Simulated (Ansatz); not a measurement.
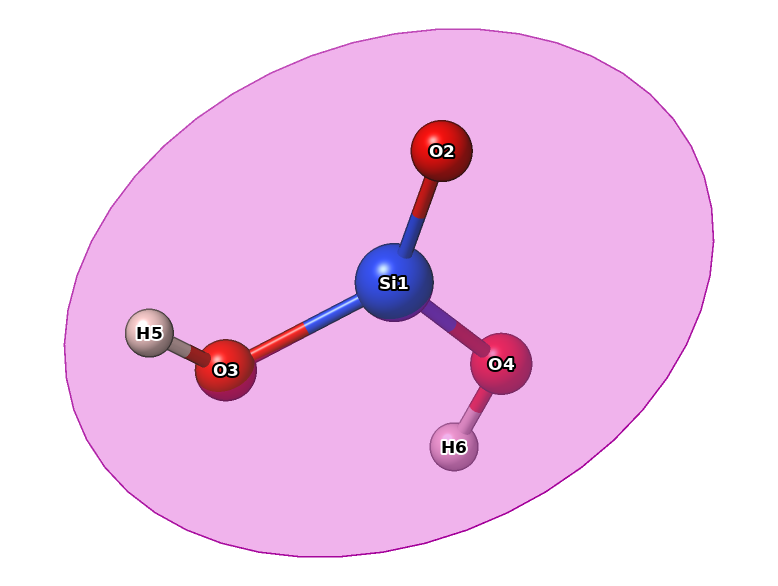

A disc through the centre of mass is drawn in. Atoms fade into the background with distance from the viewer. The geometry was computed by an optimisation with PBE0-D4/def2-TZVP.

Q: Is the plane of the disc a mirror plane of the structure?

A: No. The point group is Cs, with 1 mirror plane, and this plane isn't one of its mirror planes.
